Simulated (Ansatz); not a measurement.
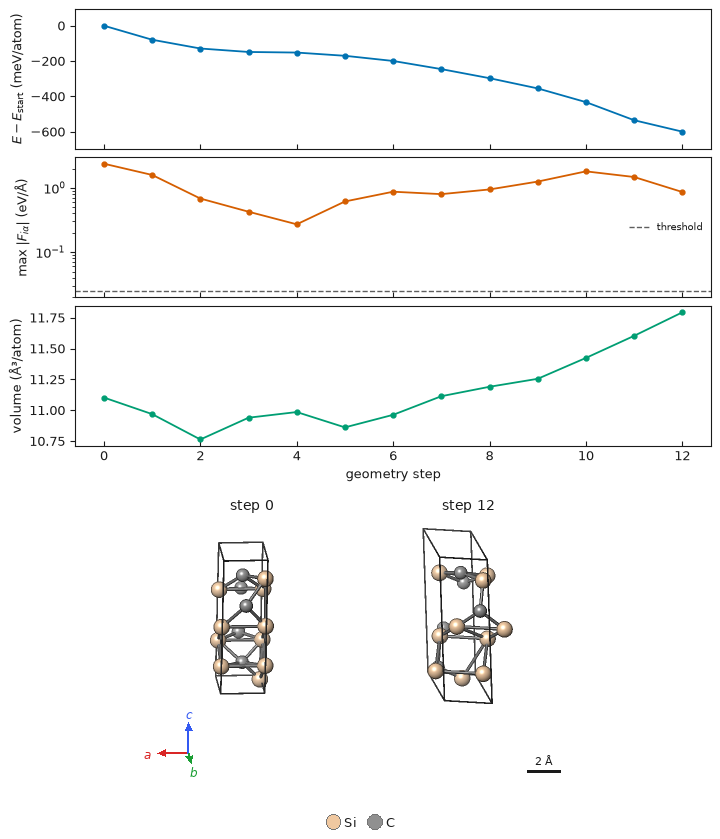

First and last geometry of a relaxation of a crystal of Si₃C₂ (a generated structure, set up in P1) (coarse preliminary run), with the history of the run. Style: ball-and-stick. Shown: the cell of the calculation, from a free direction.

Method: DFT PBE, scalar-relativistic, plane waves, PAW in Ansatz. Settings: plane-wave cutoff 420 eV; k-point mesh 8 × 4 × 4; occupations gaussian; smearing width 0.2 eV; no spin polarisation; cell and atoms relaxed; force threshold 0.025 eV/Å; at most 60 steps.

Read the history and describe the run.

Answer. The run was cut off at its time limit before the relaxation converged, so the last structure is only a point on the way. The energy falls by 599 meV per atom in 12 geometry steps. Largest force component: 2.4 eV/Å at the start, 0.86 eV/Å at the end. The pressure goes from 2.00 to −0.64 GPa. The largest move relative to the cell is that of a C atom, 1.39 Å roughly along +a. By element the largest moves are C 1.39 Å, Si 1.17 Å. The volume changes by +6.2 %, with a 2.710 → 2.927 Å (+8.0 %), b unchanged at 4.882 Å, c 8.399 → 8.862 Å (+5.5 %), α 89.0° → 104.8°, β 91.3° → 85.1°, γ 89.3° → 105.5°. Near-neighbour distances that change, for instance: C–Si 2.269 → 4.171 Å, C–Si 1.898 → 3.504 Å, C–Si 2.102 → 3.368 Å, C–Si 2.211 → 3.451 Å. Bonds break: C–Si (1.90 → 3.50 Å). Bond angles that change, for instance: Si–Si–C 101.9° → 146.7°, Si–C–Si 78.8° → 118.3°, Si–C–Si 125.9° → 86.7°. The space group stays P1 (No. 1). Cost: 9.6 min on 1 thread of Arm Neoverse N1, with other jobs on the host, peak memory 0.5 GiB.
